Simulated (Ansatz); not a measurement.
Starting cell, PtSe₂ (CdI2 type):

```yaml
crystal:
  lattice:
    - [7.54477, 0.00000, 0.00000]
    - [-1.88619, 3.26698, 0.00000]
    - [0.00000, 0.00000, 4.81834]
  atoms:
    - { symbol: Pt, position: [0.00000, 0.00000, 0.00000] }
    - { symbol: Pt, position: [0.50000, 0.00000, 0.00000] }
    - { symbol: Se, position: [0.33333, 0.33333, 0.26556] }
    - { symbol: Se, position: [0.83333, 0.33333, 0.26556] }
    - { symbol: Se, position: [0.16667, 0.66667, 0.73444] }
    - { symbol: Se, position: [0.66667, 0.66667, 0.73444] }
```

In this cell atom 3 (Se, nearest neighbour Pt at 2.526 Å; its periodic images, 3.8 Å or more away, move with it) is moved by s along Cartesian [110], unit vector (0.707, 0.707, 0.000); all other atoms and the cell stay fixed.

The numbers are results of PBE-D3(BJ) (plane waves to 420 eV, PAW, scalar-relativistic; Ansatz, a program for electronic structure), not measurements. k mesh 11×11×8 (Γ-centred), Fermi-Dirac smearing 0.05 eV. E stands for the smeared free energy. With partly filled bands, energies and forces of such displacements shift with the k mesh and the smearing. PtSe2 is run without spin polarisation. PtSe2 was relaxed with its symmetry unable to fall. Spin-orbit coupling is left out, though Pt is heavy. The zero of ΔE is the undisplaced structure.

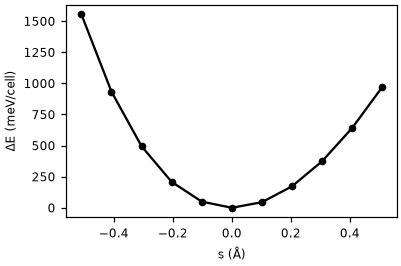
Fig. 1. ΔE (meV/cell) against s (Å); markers are the computed points, lines only join them.

Is the energy the same for displacements of ±0.510 Å, and if not, which side lies higher?

Not even: the negative side lies higher at ±0.510 Å.

What is the energy change at s = 0.510 Å?

About 970 meV/cell.

(For displaced atoms, the force is minus the slope of the energy, and its curvature is a force constant, which sets phonon frequencies.)
